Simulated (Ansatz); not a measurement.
Consider HfS2 in the CdI2 type structure (space group P-3m1, No. 164; a = 3.6057 Å, c = 5.7676 Å; layered, stacked along the Cartesian z axis). Axes: x lies along a and z along c of the hexagonal cell.

Perturbation: the cell is stretched by 2.00 % along z with no lateral relaxation; the atoms relax in the strained cell.

Method: PBE-D3(BJ) in Ansatz (plane waves to 420 eV, PAW, without spin-orbit coupling).

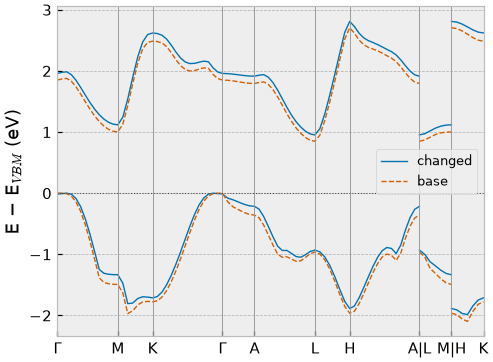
Figure. Highest valence and lowest conduction band along the path, each from its own valence-band maximum

Task: Read the changed gap and its character from the plot.

Result: About 1.0 eV, indirect, K–Γ (87 % along) → L.

With Hf present, leaving out spin-orbit coupling can change the band edges. No phonon test of stability was made.

Ansatz is a quantum-chemistry and plane-wave program.
